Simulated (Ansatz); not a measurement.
The relaxed structure here is a generated cell of SiC: the first start was made by placing the elements on the sites of a structure type, and the end was not matched to a known phase here, so it may be hypothetical. Known forms of SiC include space group No. 186, 216.

The end point of a relaxation of SiC. All values below come from PBE (plane waves to 420 eV, PAW, scalar-relativistic; Ansatz, an electronic-structure program).

Pnma (No. 62), oP8; a = 5.875 Å, b = 3.141 Å, c = 5.197 Å, α = β = γ = 90.00°.

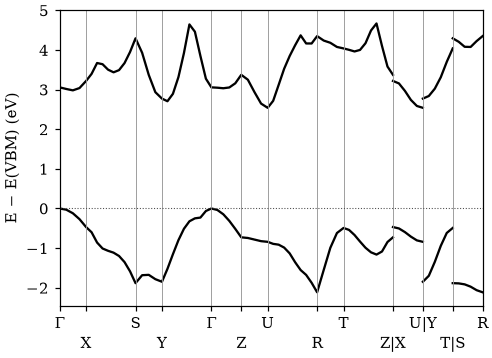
Highest filled and lowest empty band along the path of this cell's Brillouin zone

### Question
Read off the gap and say whether it is direct.

### Answer
2.54 eV, indirect (valence top at Γ, conduction bottom at U) (no spin-orbit coupling).

### Question
How far does the top valence band disperse along this path?

### Answer
About 2.1 eV.

No spin polarisation in the result.

The run could not lose the symmetry of its start, so the end can be a saddle point.
